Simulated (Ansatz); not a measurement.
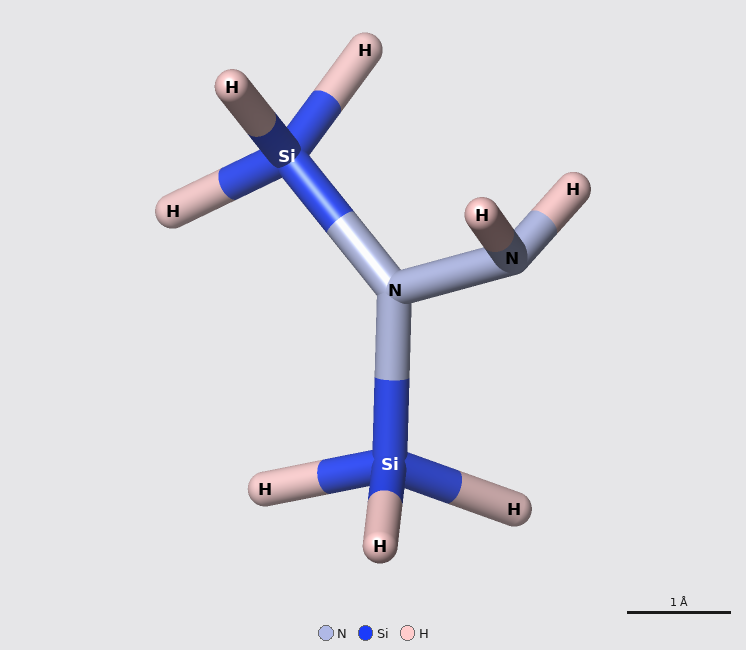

The picture shows a molecular structure as a stick model.

The geometry was computed by an optimisation with PBE0-D4/def2-TZVP.

> Which formula does it have?

H8N2Si2, 12 atoms: 8 hydrogen, 2 nitrogen and 2 silicon.

> How many atoms are distinct by symmetry?

9: 1 N, 1 N, 1 Si, 1 Si, 2 H, 1 H, 2 H, 2 H, 1 H.

> Count the bonded pairs by element.

6 Si–H, 2 N–Si, 2 N–H, 1 N–N.

The parts below concern this one geometry. Atoms keep their numbers from picture to picture.

## Shape

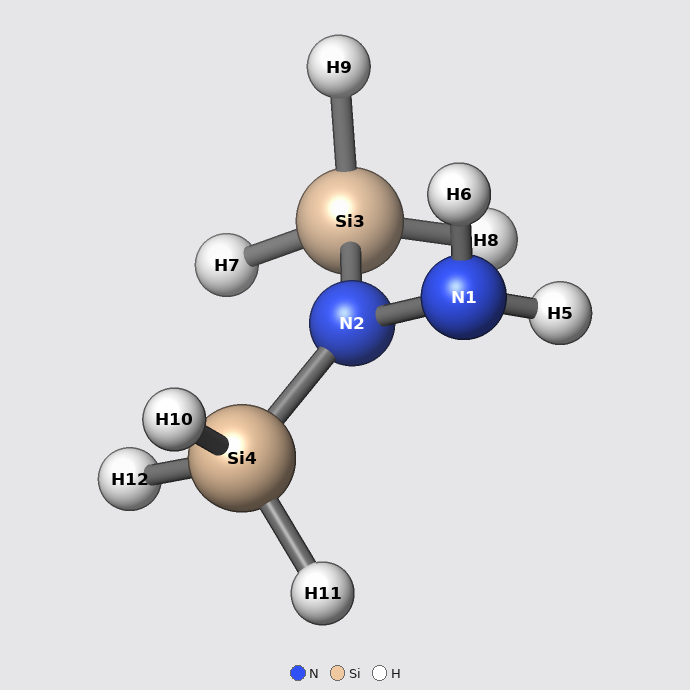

Atoms carry their numbers in the input.

Which atoms are bonded, and how long are the bonds?

```
   bond  length (Å)   order
  N1–N2       1.433  single
  N1–H5       1.015  single
  N1–H6       1.015  single
 N2–Si3       1.727  single
 N2–Si4       1.730  single
 Si3–H7       1.483  single
 Si3–H8       1.491  single
 Si3–H9       1.491  single
Si4–H10       1.487  single
Si4–H11       1.487  single
Si4–H12       1.487  single
```

## Vibrations

Harmonic vibrations computed with RKS PBE0-D4/def2-TZVP (Ansatz 0.2.0) at a stationary point of the same level.

> How many vibrational modes are there, and where do they lie?

30 modes: 102, 141, 183, 211, 230, 319, 545, 631, 697, 708, 739, 906, 921, 928, 932, 957, 966, 994, 1082, 1158, 1300, 1662, 2191, 2200, 2217, 2222, 2225, 2247, 3475, 3565 cm⁻¹.

## Dipole moment

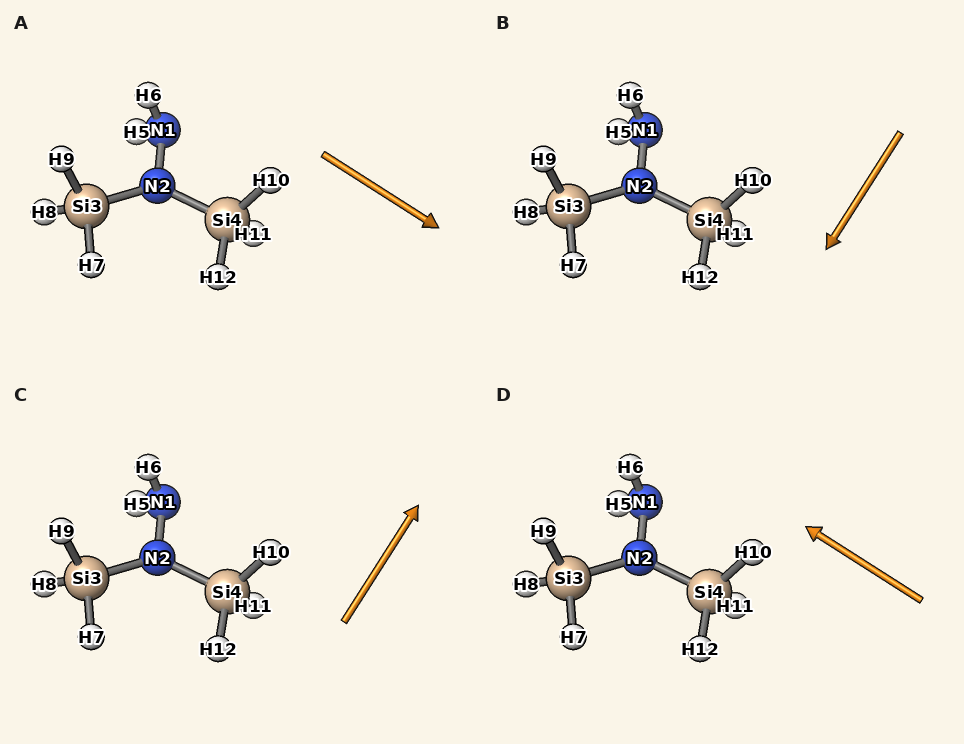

The same molecule four times, each with an arrow. Method: RKS PBE0-D4/def2-TZVP (Ansatz 0.2.0).

> Which arrow points along the dipole moment, from the negative to the positive end?

D. The dipole moment is 1.43 D; it points from the side of H12 to the side of H8, H9 (the outermost atoms at the two ends).

## Charges

The questions are on Mulliken charges. Properties computed with RKS B3LYP-D4/def2-TZVPP (Ansatz 0.2.0).

List the Mulliken charges.

```csv
atom,value (e)
N1,−0.28
N2,−0.27
Si3,0.32
Si4,0.38
H5,0.15
H6,0.15
H7,−0.06
H8,−0.08
H9,−0.08
H10,−0.08
H11,−0.08
H12,−0.08
```

Mulliken values depend strongly on the basis set and can even reverse the polarity of a bond.
